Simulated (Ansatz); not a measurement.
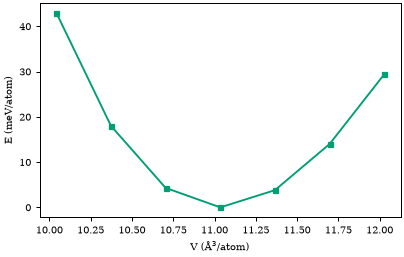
Fig. 1. ZnF$_{2}$ (rutile, space group No. 136) under volume change, plane-wave PAW LDA (Ansatz code), shape and atoms relaxed at each volume.

Task: What does a third-order Birch–Murnaghan fit give for V₀, B₀ and B′?

Result: V₀ = 11.03 Å³/atom, B₀ = 125 GPa, B′ = 5.4.

Space group P4_2/mnm (rutile). The cell was relaxed with LDA under the symmetry of its start.

Potentials: the later of the program's two PAW sets.
